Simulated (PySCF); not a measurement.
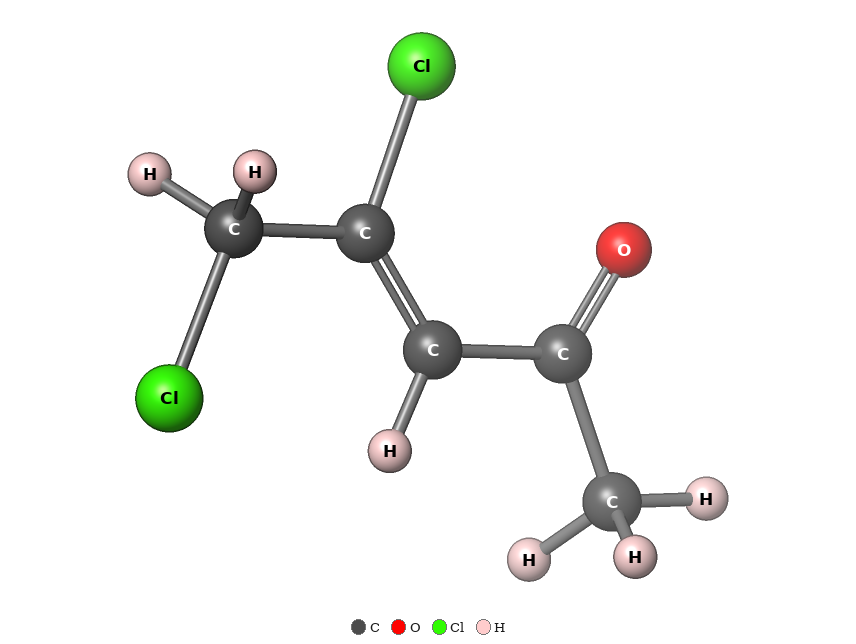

Orthographic view. Atoms fade into the background with distance from the viewer. Geometry: an end point of a reaction path computed with GFN2-xTB.

### Write the InChI string.

InChI=1S/C5H6Cl2O/c1-4(8)2-5(7)3-6/h2H,3H2,1H3/b5-2-
